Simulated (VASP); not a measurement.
Band structure of TiCo (CsCl type). Calculation: revTPSS meta-GGA, VASP's PBE PAW potentials (set 64) (plane waves; VASP).

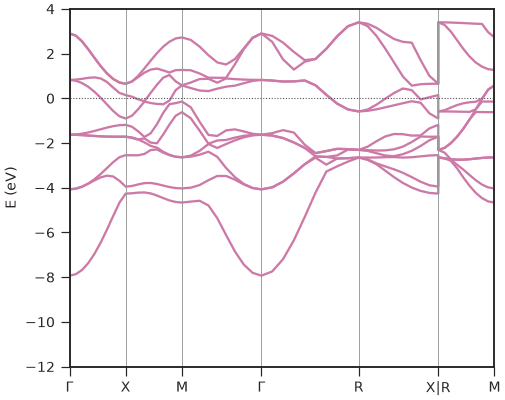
Fig. 1. Bands along high-symmetry lines, zero at the valence-band maximum or, without a gap, the Fermi level

**Question.** Read the plot: is there a gap, and where are the band edges?

**Answer.** It has no gap at this level: it comes out as a metal or semimetal.

The compound is TiCo in the CsCl type structure. It was relaxed first. The run is not spin-polarised, so no magnetic state was tried. The electron count is odd and the run is not spin-polarised, which forces a metal.
